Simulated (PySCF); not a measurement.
SMILES C(C)B(CC)[CH2] (C5H12B), doublet at its GFN2-xTB optimised geometry (Å):

```
18

C     -0.3712    -1.4201    -0.0256
B      0.3659    -0.1235     0.0000
C     -0.3515     1.3011     0.0000
C     -1.8555     1.3177    -0.2656
C      1.9712    -0.1235     0.0000
C      2.4604    -0.2666    -1.4467
H     -1.3687    -1.5555     0.3628
H      0.0518    -2.3353    -0.4112
H      0.1367     1.9650    -0.7185
H     -0.1639     1.7527     0.9806
H     -2.0768     0.8962    -1.2437
H     -2.3855     0.7347     0.4840
H     -2.2432     2.3353    -0.2386
H      2.3781     0.8001     0.4145
H      2.3855    -0.9472     0.5838
H      2.0928    -1.1901    -1.8880
H      2.1082     0.5636    -2.0547
H      3.5491    -0.2804    -1.4811
```

Level of theory: PySCF with unrestricted PBE0/def2-SVP.

Map of the log10 of the electron density (e/bohr³), floored at −4 on the plane z = 1.0 Å:

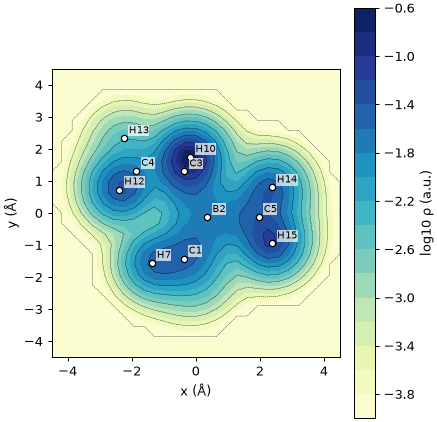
Fig. 1. Log10 of the electron density (e/bohr³), floored at −4 on the plane z = 1.0 Å.
